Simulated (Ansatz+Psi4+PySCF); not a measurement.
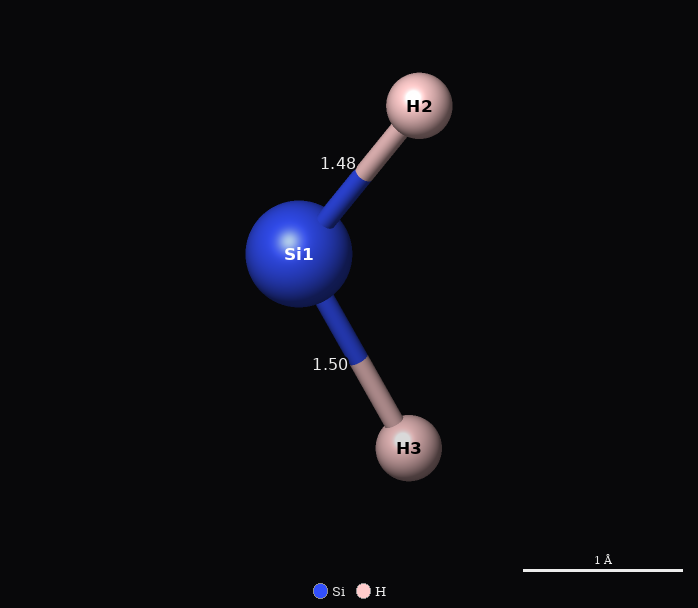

State: neutral, triplet. Geometry: a fixed input geometry, not necessarily a minimum. Basis: cc-pVTZ on H; cc-pV(T+d)Z on Si. Computed at fixed atoms with Ansatz, Psi4. R, U and RO name restricted, unrestricted and restricted open-shell orbitals; core potentials come with def2 and Stuttgart sets past Kr, some runs use density fitting (about 1 meV), and each entry rests on the lowest determinant that the runs found.

```xyz
3
charge 0, multiplicity 3
Si   -0.0048    0.0081    0.0915
H     0.0017    1.2740   -0.6737
H     0.0015   -1.2807   -0.6685
```

Give total energies (hartree), correlation energies and ⟨S²⟩ of the determinant for RO-CCSD(T) (5 frozen); RO-MP2 (5 frozen); ROHF; U-CCSD(T) (5 frozen); U-MP2 (5 frozen); UHF.

```tsv
method	energy (Eh)	correlation (mEh)	⟨S²⟩
ROHF	-290.0230	–	2.00
UHF	-290.0250	–	2.01
RO-MP2 (5 frozen)	-290.1146	-91.7	2.00
U-MP2 (5 frozen)	-290.1148	-89.8	2.01
RO-CCSD(T) (5 frozen)	-290.1400	-117.1	2.00
U-CCSD(T) (5 frozen)	-290.1401	-115.1	2.01
```

The spin state was imposed, and no run here compares it with a lower spin, which may lie lower.
